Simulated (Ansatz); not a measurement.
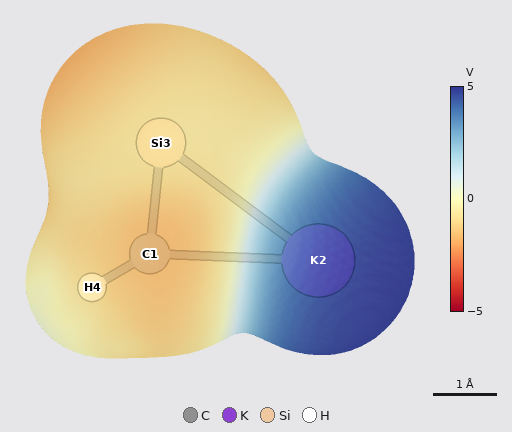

*CHKSi (SMILES [CH]1=[Si+][K-]1) (triplet). The molecular electrostatic potential painted on the density surface at 0.004 e/bohr³, seen across its widest extent; red is negative and blue positive.*

Geometry: PBE0-D4/def2-TZVP.

Method: isolated molecule in a Gaussian basis; Kohn-Sham density functional theory, functional PBE0 (Ansatz).

### Describe the electrostatic potential map.

The most negative region (about −1.9 V, or −44 kcal/mol for a unit charge) lies over C1 and Si3, the most positive (about +4.9 V, or +113 kcal/mol for a unit charge) over K2.

### How polar is the molecule by this calculation?

Its dipole moment is 8.78 D.
